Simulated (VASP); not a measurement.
Band structure of Cd2TeSe (space group P3m1). All values below come from HSE06 screened hybrid, VASP's PBE PAW potentials (set 64) (plane waves; VASP 6.6.1).

Unless said otherwise, spin-orbit coupling is left out, though it shifts the bands of the heavy elements here.

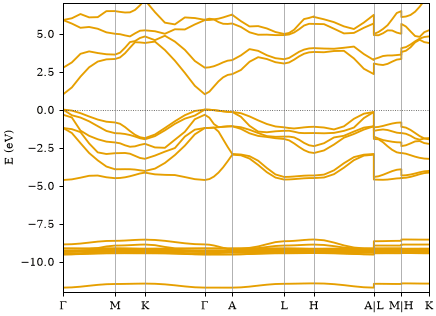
Figure. Bands along high-symmetry lines, zero at the valence-band maximum or, without a gap, the Fermi level

Read the plot: is there a gap, and where are the band edges?

The gap is direct, 1.01 eV, from the valence maximum at Γ to the conduction minimum at Γ.

The structure comes from a computed database's Cd2TeSe entry (P3m1); how it stands against other phases isn't given here. It was relaxed first. The k-mesh is coarse (spacing up to 0.43 per Å, 2π included), so the numbers may not be converged in it. The cell's shape comes from a PBE relaxation.
